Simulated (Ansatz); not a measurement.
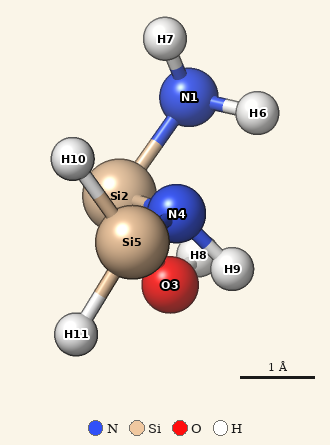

*The input geometry (ball-and-stick view, seen at an oblique angle; atoms are numbered from 1 in the order of the input).*

Bond lengths as drawn: H–N 1.04 to 1.10 Å, H–O 1.01 Å, H–Si 1.46 to 1.47 Å, N–Si 1.54 to 1.68 Å and O–Si 1.66 Å.

**Geometry relaxation, with input and output: Si2N2H6O (part 1 of 2)**

- system: Si2N2H6O
- method: RKS PBE0-D4/def2-SVP (Ansatz 0.2.0)

It belongs to a series of runs on one base structure; here: end point A relaxed. Figures and captions count atoms from 1; the log counts them from 0 in places.

### Input
```yaml
crystal:
  periodic: [false, false, false]
  atoms:
    - { symbol: "N", position_ang: [1.2982, 0.7911, 1.0645] }
    - { symbol: Si, position_ang: [0.729, -0.5798, 0.2671] }
    - { symbol: O, position_ang: [-0.0715, -1.3893, 1.4686] }
    - { symbol: "N", position_ang: [-0.4793, 0.1753, -0.3236] }
    - { symbol: Si, position_ang: [-1.0878, 0.0872, -1.8383] }
    - { symbol: H, position_ang: [0.3845, 1.3689, 1.1978] }
    - { symbol: H, position_ang: [1.7566, 1.3955, 0.354] }
    - { symbol: H, position_ang: [0.3785, -1.1879, 2.349] }
    - { symbol: H, position_ang: [-1.3041, -0.0252, 0.371] }
    - { symbol: H, position_ang: [-0.0615, 0.6019, -2.7407] }
    - { symbol: H, position_ang: [-1.4771, -1.2948, -2.1487] }
basis:
  gaussian: { orbitals: def2-SVP }
hamiltonian:
  xc: pbe0
  dispersion: d4
relax:
  f_tol: 0.015
  max_steps: 40
```

Machine: 2 threads of Intel Xeon (Granite Rapids), 16 GiB of memory available, shared host.

Run as:
```bash
ansatz run input.yaml --threads 2 --pin off --max-ram 3072MiB --backend cpu --events-out ev --progress --plain --runs-dir out
```

### Log
```
The last accepted step is kept in [file] (removed where the run ends without a failure and the disk answers)
Engine: ansatz 0.2.0, x86_64-unknown-linux-gnu
Functional definition: PBE0
  parameter a = 0.25
  parameter kappa = 0.804
  parameter beta = 0.06672455060314922
  exchange = (1 - a)*pbe_x(kappa = kappa, mu = beta*pi^2/3) + a*exact_x
  correlation = pbe_c(beta = beta)
1130 factors; integrals over basis functions are off by at most 4.8e-4 eV
mean field evaluation 1: about -20837.6254 eV, gradient 8.7e1 eV
mean field evaluation 2: about -20714.4310 eV, gradient 2.1e2 eV
mean field evaluation 4: about -20845.0289 eV, gradient 4.4e1 eV
mean field evaluation 8: about -20855.0448 eV, gradient 2.4e0 eV
mean field evaluation 16: about -20855.0809 eV, gradient 1.5e-2 eV
mean field -20855.08093506 eV, -766.4100882817 hartree, gradient 2.7e-5 eV, S^2 0.000000; 0 other end points of the search recorded, 0 dependent functions left out
the calculation of the forces begins
reference -20855.08096205 eV, -766.4100892736 hartree; 28, 28 occupied and 80, 80 virtual orbitals, 1130 factors
relax step   1: F+E_penalty+E_count = -20855.33993752 eV  Δ(F+E_penalty+E_count) = +0.000e0 eV  max|allowed force component| = 1.016e1 eV/Å  Δτ_max = 0.0000 Å  (34 SCF iters, accepted)
these checks for a lower state are left out or cut short: starts, cluster_reference, orbital_swaps, neighbouring_geometries, increment
1130 factors; integrals over basis functions are off by at most 5.1e-4 eV
mean field -20857.08393142 eV, -766.4836970406 hartree, gradient 2.5e-5 eV, S^2 0.000000; 0 other end points of the search recorded, 0 dependent functions left out
[... from here on the field's lines of each further geometry are left out, up to the last ...]
relax step   2: F+E_penalty+E_count = -20857.33481452 eV  Δ(F+E_penalty+E_count) = -1.995e0 eV  max|allowed force component| = 4.925e0 eV/Å  Δτ_max = 0.1950 Å  (34 SCF iters, accepted)
relax step   3: F+E_penalty+E_count = -20858.27587961 eV  Δ(F+E_penalty+E_count) = -9.411e-1 eV  max|allowed force component| = 1.798e0 eV/Å  Δτ_max = 0.1946 Å  (33 SCF iters, accepted)
relax step   4: F+E_penalty+E_count = -20859.17495959 eV  Δ(F+E_penalty+E_count) = -8.991e-1 eV  max|allowed force component| = 2.623e0 eV/Å  Δτ_max = 0.1935 Å  (35 SCF iters, accepted)
relax step   5: F+E_penalty+E_count = -20859.91140317 eV  Δ(F+E_penalty+E_count) = -7.364e-1 eV  max|allowed force component| = 2.157e0 eV/Å  Δτ_max = 0.1949 Å  (30 SCF iters, accepted)
relax step   6: F+E_penalty+E_count = -20860.39647426 eV  Δ(F+E_penalty+E_count) = -4.851e-1 eV  max|allowed force component| = 1.710e0 eV/Å  Δτ_max = 0.1950 Å  (29 SCF iters, accepted)
relax step   7: F+E_penalty+E_count = -20860.70034777 eV  Δ(F+E_penalty+E_count) = -3.039e-1 eV  max|allowed force component| = 4.729e-1 eV/Å  Δτ_max = 0.1999 Å  (28 SCF iters, accepted)
relax step   8: F+E_penalty+E_count = -20860.82002132 eV  Δ(F+E_penalty+E_count) = -1.197e-1 eV  max|allowed force component| = 7.155e-1 eV/Å  Δτ_max = 0.1948 Å  (28 SCF iters, accepted)
relax step   9: F+E_penalty+E_count = -20860.88926193 eV  Δ(F+E_penalty+E_count) = -6.924e-2 eV  max|allowed force component| = 5.639e-1 eV/Å  Δτ_max = 0.2000 Å  (28 SCF iters, accepted)
relax step  10: F+E_penalty+E_count = -20860.93070631 eV  Δ(F+E_penalty+E_count) = -4.144e-2 eV  max|allowed force component| = 5.041e-1 eV/Å  Δτ_max = 0.1996 Å  (28 SCF iters, accepted)
relax step  11: F+E_penalty+E_count = -20860.96285482 eV  Δ(F+E_penalty+E_count) = -3.215e-2 eV  max|allowed force component| = 3.469e-1 eV/Å  Δτ_max = 0.2000 Å  (28 SCF iters, accepted)
relax step  12: F+E_penalty+E_count = -20860.97320421 eV  Δ(F+E_penalty+E_count) = -1.035e-2 eV  max|allowed force component| = 7.270e-1 eV/Å  Δτ_max = 0.1026 Å  (28 SCF iters, accepted)
relax step  13: F+E_penalty+E_count = -20860.98751806 eV  Δ(F+E_penalty+E_count) = -1.431e-2 eV  max|allowed force component| = 2.301e-1 eV/Å  Δτ_max = 0.1996 Å  (28 SCF iters, accepted)
relax step  14: F+E_penalty+E_count = -20860.95135455 eV  Δ(F+E_penalty+E_count) = +3.616e-2 eV  max|allowed force component| = 6.300e-1 eV/Å  Δτ_max = 0.1741 Å  (27 SCF iters, rejected (line search))
relax step  15: F+E_penalty+E_count = -20860.99843500 eV  Δ(F+E_penalty+E_count) = -1.092e-2 eV  max|allowed force component| = 6.063e-2 eV/Å  Δτ_max = 0.0870 Å  (25 SCF iters, accepted)
relax step  16: F+E_penalty+E_count = -20860.99843059 eV  Δ(F+E_penalty+E_count) = +4.412e-6 eV  max|allowed force component| = 6.164e-2 eV/Å  Δτ_max = 0.0220 Å  (25 SCF iters, rejected (line search))
relax step  17: F+E_penalty+E_count = -20860.99894747 eV  Δ(F+E_penalty+E_count) = -5.125e-4 eV  max|allowed force component| = 1.689e-2 eV/Å  Δτ_max = 0.0110 Å  (24 SCF iters, accepted)
the calculation of the forces begins
reference -20860.77545675 eV, -766.6193580939 hartree; 28, 28 occupied and 80, 80 virtual orbitals, 1130 factors
relax step  18: F+E_penalty+E_count = -20860.99900912 eV  Δ(F+E_penalty+E_count) = -6.166e-5 eV  max|allowed force component| = 1.059e-2 eV/Å  Δτ_max = 0.0107 Å  (24 SCF iters, accepted)
```

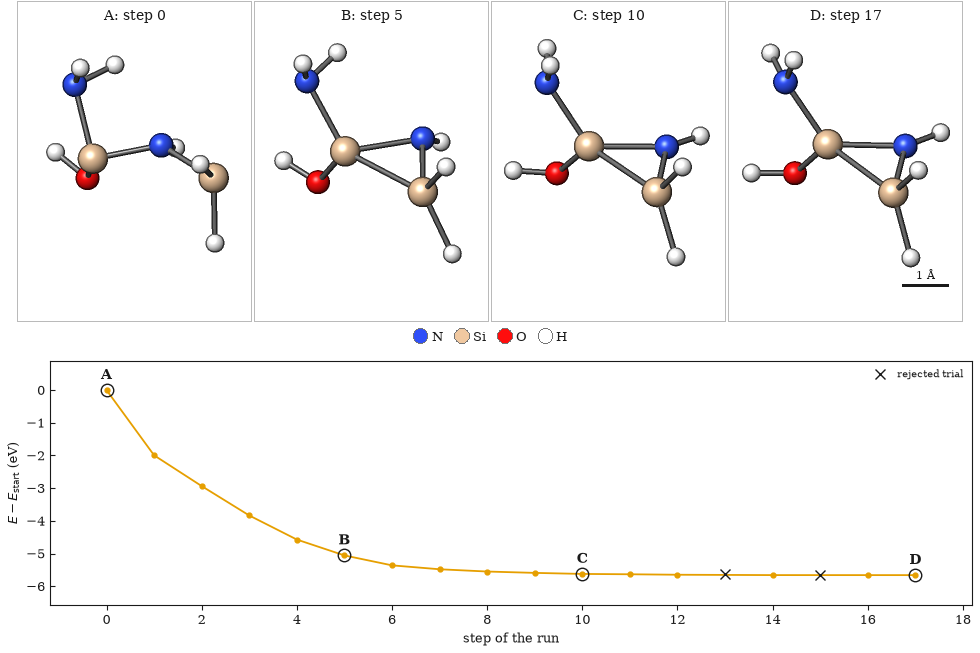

*Frames of the relaxation (ball-and-stick view, seen at a tilt) above the curves, on which the letters mark them (the first geometry is step 0 here and step 1 in the log).*

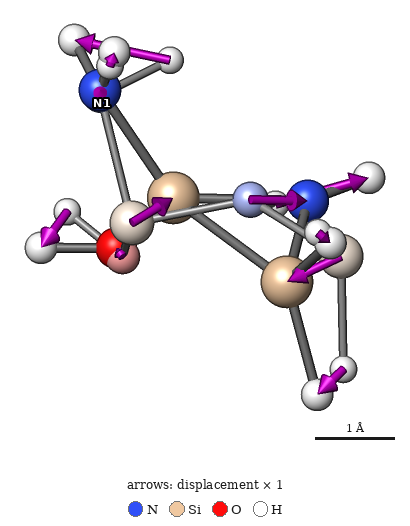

*Start (faint) and end (solid) with the displacements as pink arrows, at true length (ball-and-stick view, seen at a tilt). The two geometries are laid on each other by the best rigid fit.*

The atom that moves furthest after the best rigid fit is H6 (1.25 Å). Largest moves by element: H 1.25 Å, N 0.85 Å, Si 0.77 Å, O 0.15 Å. Among the contacts that change: Si2–Si5 2.860 → 2.237 Å, Si2–N4 1.542 → 1.718 Å, N4–Si5 1.635 → 1.770 Å, N4–H9 1.097 → 1.014 Å. Among the angles that change: Si2–N4–Si5 128.3° → 79.7°, Si2–N4–H9 104.9° → 142.4°, N1–Si2–N4 92.7° → 125.2°. After 17 geometry steps the energy has fallen by 5.659 eV. The largest force component goes from 10 to 0.011 eV/Å. The line search rejected the trial steps at points 13, 15 (counted from 0) and went back. (Atoms are counted from 1 in the order of the input.)

```
1130 factors; integrals over basis functions are off by at most 4.5e-4 eV
mean field -20860.77542778 eV, -766.6193570294 hartree, gradient 1.0e-5 eV, S^2 0.000000; 1 other end points of the search recorded, 0 dependent functions left out
the calculation of the forces begins
reference -20860.77545675 eV, -766.6193580939 hartree; 28, 28 occupied and 80, 80 virtual orbitals, 1130 factors
Total energy: -20860.99903809 eV, -766.6275745568 hartree
Atom 0 at     1.389110     0.896892     0.951720 Å, force    -0.001755     0.001444     0.005531 eV/Å
Atom 1 at     0.176749    -0.190018     0.402104 Å, force     0.009613    -0.006562    -0.010592 eV/Å
Atom 2 at     0.007669    -1.327527     1.603436 Å, force    -0.000466     0.004318     0.004257 eV/Å
Atom 3 at    -1.327332     0.272338    -0.288299 Å, force    -0.010163     0.003943     0.002491 eV/Å
Atom 4 at    -0.528512    -0.419947    -1.708196 Å, force     0.005462    -0.002577    -0.001348 eV/Å
Atom 5 at     1.391739     1.215004     1.915546 Å, force     0.001109     0.002089    -0.000417 eV/Å
Atom 6 at     1.751000     1.606419     0.325235 Å, force    -0.001440    -0.002111     0.000469 eV/Å
Atom 7 at     0.836289    -1.608550     2.003499 Å, force    -0.000124    -0.002117    -0.000324 eV/Å
Atom 8 at    -2.240753     0.644152    -0.050611 Å, force     0.000165     0.000107     0.000531 eV/Å
Atom 9 at    -0.258979     0.518032    -2.847563 Å, force    -0.001184     0.000410    -0.000122 eV/Å
Atom 10 at    -1.131478    -1.663896    -2.286170 Å, force    -0.001215     0.001057    -0.000475 eV/Å
Dipole moment:     0.246295     0.327888     0.278655 e Å
```

### Trajectory as extended XYZ (Å, eV, eV/Å), 18 frames, from step=1 to step=18
```
11
Properties=species:S:1:pos:R:3:forces:R:3 step=1 energy=-20855.33994
N     1.2982    0.7911    1.0645    1.4574   3.8797   1.4735
Si    0.7290   -0.5798    0.2671    5.0193  -4.0183   1.2369
O    -0.0715   -1.3893    1.4686    0.7740  -0.8861   2.7994
N    -0.4793    0.1753   -0.3236  -10.1592   3.6678   0.8527
Si   -1.0878    0.0872   -1.8383    0.1652  -1.0228  -2.8536
H     0.3845    1.3689    1.1978    1.8168  -1.2951  -0.1180
H     1.7566    1.3955    0.3540    0.2224  -0.3866   0.7505
H     0.3785   -1.1879    2.3490   -0.7817  -0.6855  -1.6849
H    -1.3041   -0.0252    0.3710    1.6870   0.9788  -1.1019
H    -0.0615    0.6019   -2.7407    0.2580   0.4801  -0.7389
H    -1.4771   -1.2948   -2.1487   -0.4593  -0.7120  -0.6157
11
Properties=species:S:1:pos:R:3:forces:R:3 step=2 energy=-20857.33481
N     1.3851    0.8544    1.1402    0.3449   1.2793   0.1993
Si    0.6728   -0.5007    0.3253    2.0269  -1.5361   0.0013
O    -0.0412   -1.4280    1.5288    0.5456  -0.1516   0.7718
N    -0.6435    0.2013   -0.3308   -4.9251   1.5873   1.2086
Si   -1.0986   -0.0237   -1.9443    1.0937  -0.8496  -1.1610
H     0.5233    1.4309    1.2797    0.6703  -0.3155   0.1321
H     1.8839    1.4289    0.4486    0.2821  -0.2471   0.3746
H     0.4389   -1.2903    2.3698   -0.2380  -0.3360  -0.5512
H    -1.4282    0.0542    0.3469    0.4062   0.6848  -0.5812
H    -0.1030    0.6281   -2.8464   -0.1810   0.0149  -0.1282
H    -1.5241   -1.4121   -2.2971   -0.0257  -0.1304  -0.2662
11
Properties=species:S:1:pos:R:3:forces:R:3 step=3 energy=-20858.27588
N     1.4308    0.8802    1.1532   -0.0465  -0.0851  -0.2103
Si    0.6028   -0.4401    0.3262    0.2043  -0.6109  -0.7473
O    -0.0008   -1.4616    1.5385    0.2071   0.1735  -0.4484
N    -0.8262    0.2507   -0.2858   -1.4777   0.7268  -0.2422
Si   -1.0359   -0.1164   -1.9862    1.7976  -0.6891   1.0178
H     0.6149    1.4749    1.3304    0.1445   0.2802   0.2423
H     1.9754    1.4238    0.4834    0.2687  -0.0807   0.1276
H     0.4968   -1.3538    2.3523    0.2338  -0.1314   0.1594
H    -1.5896    0.1332    0.3568   -0.9678   0.3803   0.2062
H    -0.1004    0.6373   -2.8810   -0.4088  -0.0726   0.0544
H    -1.5023   -1.4854   -2.3670    0.0449   0.1090  -0.1594
11
Properties=species:S:1:pos:R:3:forces:R:3 step=4 energy=-20859.17496
N     1.4396    0.8718    1.1354   -0.2086  -0.4077  -0.4436
Si    0.5412   -0.4109    0.2835   -0.6226  -0.0678  -0.5102
O     0.0253   -1.4729    1.5156    0.2130   0.2085  -0.7796
N    -0.9555    0.3231   -0.2336   -0.4018   0.1078  -1.5227
Si   -0.8824   -0.2265   -1.9443    2.4042  -0.4359   2.6226
H     0.6687    1.5054    1.3664    0.1601   0.1757   0.1769
H     2.0291    1.4087    0.5006    0.1758  -0.0812   0.0738
H     0.5418   -1.3835    2.3189    0.2615  -0.0115   0.1001
H    -1.7391    0.1968    0.3717   -1.1827   0.2491   0.3351
H    -0.1190    0.6522   -2.8962   -0.7169  -0.1092   0.0382
H    -1.4841   -1.5213   -2.3974   -0.0820   0.3722  -0.0905
```
